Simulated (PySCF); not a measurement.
# CH7NOSi2: a tour of settings, part 2 of 2

PySCF 2.14.0. Atoms count from 0.

### Step 4. Ultraviolet spectrum: KT2/def2-SVPD

Job settings and geometry (Å):

```
{"job": {"kind": "uv", "xc": "KT2", "basis": "def2-SVPD", "nstates": 6, "ntriplets": 0, "tda": false}, "charge": 0, "multiplicity": 1}
N     -2.412224    -0.428513    -0.043876
C     -1.083696    -0.632486    -0.167507
O     -0.634064    -1.717836    -0.494617
Si     0.105029     0.836666     0.179737
Si     2.234991    -0.021461    -0.025707
H     -2.780770     0.466249     0.221868
H     -3.057229    -1.183419    -0.227677
H     -0.303438     1.893638    -0.762176
H     -0.305080     1.371975     1.490507
H      3.223878     1.001289     0.345713
H      2.465622    -1.165540     0.856261
H      2.548179    -0.421247    -1.398552
```

With the program's defaults for keys left out, this is: TDDFT KT2/def2-SVPD, vertical, gas phase, core orbitals frozen in the response.

The program printed:

```text
coarse grid: 10824 points
cycle   1  E = -758.3728646268  dE =  4.584e-01  |g| = 8.703e-01  |ddm| = 4.457e+00
cycle   2  E = -755.6832911421  dE =  2.690e+00  |g| = 2.946e+00  |ddm| = 7.025e+00
cycle   3  E = -758.5039002954  dE = -2.821e+00  |g| = 3.556e-01  |ddm| = 6.990e+00
cycle   4  E = -758.5193816497  dE = -1.548e-02  |g| = 2.964e-01  |ddm| = 7.605e-01
cycle   5  E = -758.5390056101  dE = -1.962e-02  |g| = 5.234e-02  |ddm| = 3.178e-01
cycle   6  E = -758.5397917624  dE = -7.862e-04  |g| = 1.528e-02  |ddm| = 1.155e-01
cycle   7  E = -758.5398581921  dE = -6.643e-05  |g| = 5.607e-03  |ddm| = 3.030e-02
cycle   8  E = -758.5398672569  dE = -9.065e-06  |g| = 1.076e-03  |ddm| = 9.871e-03
final grid: 94864 points
cycle   9  E = -758.6942906976  dE = -7.498e-05  |g| = 1.196e-02  |ddm| = 1.320e-01
cycle  10  E = -758.6942352239  dE =  5.547e-05  |g| = 1.833e-02  |ddm| = 4.143e-02
cycle  11  E = -758.6943263665  dE = -9.114e-05  |g| = 2.597e-03  |ddm| = 2.733e-02
cycle  12  E = -758.6943278436  dE = -1.477e-06  |g| = 1.135e-03  |ddm| = 3.377e-03
cycle  13  E = -758.6943281184  dE = -2.748e-07  |g| = 1.896e-04  |ddm| = 1.392e-03
cycle  14  E = -758.6943281293  dE = -1.097e-08  |g| = 3.515e-05  |ddm| = 3.861e-04
cycle  15  E = -758.6943281297  dE = -3.406e-10  |g| = 1.239e-05  |ddm| = 6.926e-05
converged SCF energy = -758.6943281297

Static polarisability (au): isotropic 87.108, principal 66.750 86.459 108.114

Singlet excitations
state   eV       nm        f      main configurations
  1   4.5532    272.3   0.00144   H->L 0.99
  2   4.8257    256.9   0.00582   H->L+1 0.98
  3   5.3733    230.7   0.00187   H->L+2 0.99
  4   5.4922    225.7   0.06155   H->L+3 0.95
  5   5.7327    216.3   0.00996   H->L+4 0.94
  6   5.7449    215.8   0.00051   H-1->L+1 0.97
```

Run time: 27 s. Hardware: 1 thread of Intel Xeon Platinum 8259CL at 2.50GHz, shared host; peak memory 0.51 GiB.

Frontier orbitals and where they lie:

| orbital | eV | atoms |
| --- | --- | --- |
| HOMO−3 | -8.31 | Si3 23 %, Si4 20 %, H11 14 % |
| HOMO−2 | -7.73 | Si4 34 %, Si3 32 %, H9 7 % |
| HOMO−1 | -6.83 | N0 46 %, O2 35 %, C1 11 % |
| HOMO | -5.82 | O2 62 %, C1 14 %, Si3 11 % |
| LUMO | -1.43 | C1 26 %, O2 21 %, Si3 20 % |
| LUMO+1 | -1.08 | Si3 32 %, Si4 21 %, H7 10 % |
| LUMO+2 | -0.48 | Si4 31 %, Si3 22 %, C1 10 % |

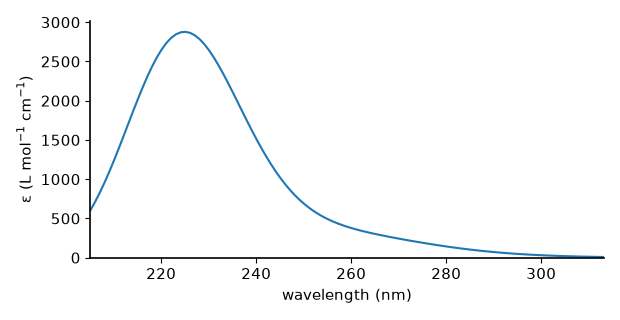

Absorption spectrum: each of the 6 states is a Gaussian band of 0.4 eV half-width at 1/e. Beyond the last state computed it falls off for lack of states.

Ground-state properties from the same run:

| property | computed |
| --- | --- |
| dipole moment (D) | 3.09 |
| polarisability (Å³) | 12.91 |
| HOMO–LUMO gap (eV) | 4.39 |
| −ε(HOMO) (eV) | 5.82 |

### Step 5. TDDFT and polarisability: PBE0/pcSseg-1

Settings changed since step 4:

```diff
@@ -1,2 +1,2 @@
-{"job": {"kind": "uv", "xc": "KT2", "basis": "def2-SVPD", "nstates": 6, "ntriplets": 0, "tda": false}, "charge": 0, "multiplicity": 1}
+{"job": {"kind": "uv", "xc": "PBE0", "basis": "pcSseg-1", "nstates": 1, "ntriplets": 0, "tda": false, "scf": {"aux": "def2-universal-jkfit"}}, "charge": 0, "multiplicity": 1}
 N     -2.412224    -0.428513    -0.043876
```

With the program's defaults for keys left out, this is: TDDFT PBE0/pcSseg-1, vertical, gas phase, core orbitals frozen in the response.

The program printed:

```text
final grid: 94864 points
cycle   1  E = -750.6687829932  dE =  4.664e-01  |g| = 8.089e-01  |ddm| = 3.048e+00
cycle   2  E = -750.0172368147  dE =  6.515e-01  |g| = 1.919e+00  |ddm| = 2.645e+00
cycle   3  E = -750.7964283608  dE = -7.792e-01  |g| = 1.598e-01  |ddm| = 2.182e+00
cycle   4  E = -750.7997661785  dE = -3.338e-03  |g| = 1.064e-01  |ddm| = 1.799e-01
cycle   5  E = -750.8020055602  dE = -2.239e-03  |g| = 1.347e-02  |ddm| = 6.783e-02
cycle   6  E = -750.8020437867  dE = -3.823e-05  |g| = 5.095e-03  |ddm| = 1.543e-02
cycle   7  E = -750.8020498929  dE = -6.106e-06  |g| = 1.325e-03  |ddm| = 6.170e-03
cycle   8  E = -750.8020502605  dE = -3.676e-07  |g| = 3.268e-04  |ddm| = 1.412e-03
cycle   9  E = -750.8020502900  dE = -2.946e-08  |g| = 6.693e-05  |ddm| = 5.795e-04
cycle  10  E = -750.8020502910  dE = -1.049e-09  |g| = 1.241e-05  |ddm| = 9.838e-05
cycle  11  E = -750.8020502910  dE = -2.046e-11  |g| = 3.896e-06  |ddm| = 1.201e-05
converged SCF energy = -750.8020502910

Static polarisability (au): isotropic 73.480, principal 57.164 72.360 90.914

Singlet excitations
state   eV       nm        f      main configurations
  1   4.8395    256.2   0.00339   H->L 0.87, H->L+2 0.09
```

Wall time 11 s (1 thread of Intel Xeon Platinum 8259CL at 2.50GHz, shared host); peak memory 0.6 GiB.

In short: HOMO -7.04 eV, LUMO -0.35 eV; lowest singlet 4.84 eV.

### Step 6. Excited states and response: BLYP/STO-3G

Settings changed since step 5:

```diff
@@ -1,2 +1,2 @@
-{"job": {"kind": "uv", "xc": "PBE0", "basis": "pcSseg-1", "nstates": 1, "ntriplets": 0, "tda": false, "scf": {"aux": "def2-universal-jkfit"}}, "charge": 0, "multiplicity": 1}
+{"job": {"kind": "uv", "xc": "BLYP", "basis": "STO-3G", "nstates": 6, "ntriplets": 2, "tda": false}, "charge": 0, "multiplicity": 1}
 N     -2.412224    -0.428513    -0.043876
```

Level: TDDFT BLYP/STO-3G, vertical, gas phase, core orbitals frozen in the response.

The program printed:

```text
coarse grid: 10824 points
cycle   1  E = -742.0338735465  dE =  3.362e-01  |g| = 6.740e-01  |ddm| = 4.192e+00
cycle   2  E = -739.9495556359  dE =  2.084e+00  |g| = 2.683e+00  |ddm| = 4.564e+00
cycle   3  E = -742.1939810391  dE = -2.244e+00  |g| = 1.927e-01  |ddm| = 3.834e+00
cycle   4  E = -742.1996267133  dE = -5.646e-03  |g| = 1.319e-01  |ddm| = 3.187e-01
cycle   5  E = -742.2052412948  dE = -5.615e-03  |g| = 2.158e-02  |ddm| = 1.774e-01
cycle   6  E = -742.2053461475  dE = -1.049e-04  |g| = 1.400e-02  |ddm| = 3.604e-02
cycle   7  E = -742.2054035955  dE = -5.745e-05  |g| = 2.929e-03  |ddm| = 1.479e-02
cycle   8  E = -742.2054066469  dE = -3.051e-06  |g| = 5.988e-04  |ddm| = 4.476e-03
final grid: 94864 points
cycle   9  E = -742.1438943831  dE =  2.029e-05  |g| = 1.004e-02  |ddm| = 1.902e-02
cycle  10  E = -742.1436299343  dE =  2.644e-04  |g| = 3.167e-02  |ddm| = 5.098e-02
cycle  11  E = -742.1439226873  dE = -2.928e-04  |g| = 1.268e-03  |ddm| = 4.020e-02
cycle  12  E = -742.1439233386  dE = -6.513e-07  |g| = 9.568e-05  |ddm| = 2.372e-03
cycle  13  E = -742.1439233420  dE = -3.490e-09  |g| = 3.134e-05  |ddm| = 2.162e-04
cycle  14  E = -742.1439233424  dE = -3.440e-10  |g| = 7.667e-06  |ddm| = 5.350e-05
converged SCF energy = -742.1439233424

Static polarisability (au): isotropic 36.259, principal 22.441 36.985 49.352

Singlet excitations
state   eV       nm        f      main configurations
  1   4.8136    257.6   0.00292   H->L 1.00
  2   5.9720    207.6   0.00132   H->L+1 1.00
  3   7.6200    162.7   0.00042   H-1->L+1 0.99
  4   7.7557    159.9   0.11851   H->L+2 0.95
  5   8.1568    152.0   0.01002   H->L+3 0.91
  6   8.2314    150.6   0.05000   H-1->L 0.66, H->L+4 0.16, H->L+3 0.08

Triplet excitations (Tamm-Dancoff, eV): 3.9966 5.2433
```

Wall time 12 s (1 thread of Intel Xeon Platinum 8259CL at 2.50GHz, shared host); peak memory 0.29 GiB.

This run: HOMO -1.12 eV, LUMO 3.34 eV; lowest singlet 4.81 eV.

### Step 7. Side by side: electronic excitations

Excitations and ground-state properties, with basis size and wall time:

| run | lowest singlet (eV) | brightest (eV) | f | gap (eV) | α (Å³) | μ (D) | functions | time |
| --- | --- | --- | --- | --- | --- | --- | --- | --- |
| KT2/def2-SVPD | 4.55 | 5.49 | 0.062 | 4.39 | 12.91 | 3.09 | 167 | 27 s |
| PBE0/pcSseg-1 | 4.84 | 4.84 | 0.003 | 6.69 | 10.89 | 3.29 | 134 | 11 s |
| BLYP/STO-3G | 4.81 | 7.76 | 0.119 | 4.46 | 5.37 | 2.30 | 40 | 12 s |

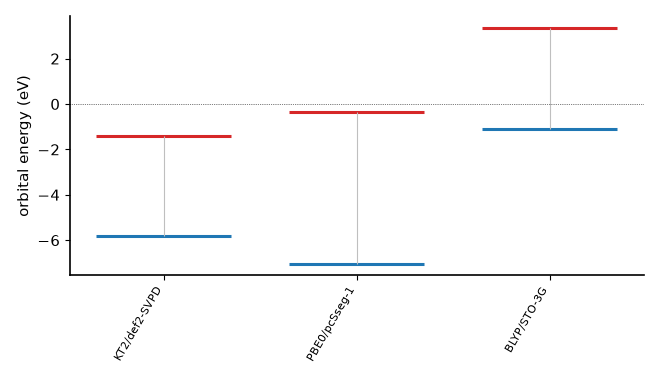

HOMO (blue) and LUMO (red) run by run.

### Step 8. Summary of results

What follows sums up all 2 parts.

| quantity | value |
| --- | --- |
| ¹³C shifts against TMS (mPW1PW91/pcSseg-1) | 183.4 ppm |
| ¹H shifts against TMS (mPW1PW91/pcSseg-1, means over atoms taken as alike) | 5.29, 4.32, 3.50 ppm |
| ¹⁵N shifts against NH3 (mPW1PW91/pcSseg-1) | 132.2 ppm |
| ¹⁷O shifts against H2O (mPW1PW91/pcSseg-1) | 517.7 ppm |
| ²⁹Si shifts against TMS (mPW1PW91/pcSseg-1) | -83.9, -116.2 ppm |
| potential on the surface of density 0.002 e/bohr³, 1st and 99th percentile | -1.90 V and 2.10 V |
| lowest singlet (KT2/def2-SVPD) | 4.55 eV (272 nm), f = 0.001 |
| brightest single state of those computed | state 4, 5.49 eV, f = 0.062 |
| range of the lowest singlet | 4.55 to 4.84 eV |
| property runs in this session | 5, of which 0 failed and 2 gave unsound results |

In words: Single values in the summary come from the first sound run of each kind (mPW1PW91/pcSseg-1; KT2/def2-SVPD), which need not be the best level. At mPW1PW91/pcSseg-1: The widest tensor belongs to O2: span 904 ppm, with a paramagnetic part of -585 ppm. At mPW1PW91/pcSseg-1, counted by nearest atom on the grid, the HOMO lies on O2 64 %; C1 11 %, the LUMO on C1 22 %; Si3 17 %. The lowest singlet, at 4.55 eV, is HOMO→LUMO 0.99 and is weak; of the 6 states computed, the strongest absorption comes from state 4 at 5.49 eV. The lowest singlet runs from 4.55 eV (KT2/def2-SVPD) to 4.84 eV (PBE0/pcSseg-1), while the orbital gap spans 4.39 to 6.69 eV. A minimal basis can't describe excited states, so its value is no measure of the functional. The lowest state need not be the same one in every run. The runs solved for a few states only, so the brightest column depends on that window.
